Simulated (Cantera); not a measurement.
Feed: 1 mol Si, 2.2 mol O2, 1.7 mol N2, 0.0016 mol H2O, equilibrated at 100 Torr.

Equilibrium computed with Cantera from the NASA thermochemical tables; the gas is ideal and each condensed phase is pure. Candidate condensed phases: H2O, Si, SiO2, Si2N2O, Si3N4; 35 gas species. The tables hold silica as quartz up to 1696 K and as liquid above; real silica turns to tridymite and cristobalite and melts near 1996 K. The numbers say what is thermodynamically allowed, not how fast it happens.

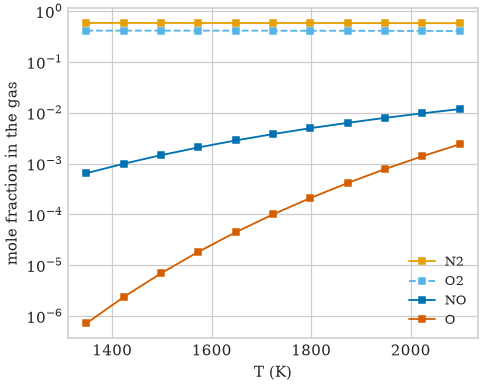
*Equilibrium gas composition (values under 1e-9 drawn at 1e-9)*

From 1348 K to 1648 K the condensed part is SiO2(β-quartz). From 1723 K to 1948 K the condensed part is SiO2(condensed). From 2023 K to 2098 K the condensed part is SiO2(l).
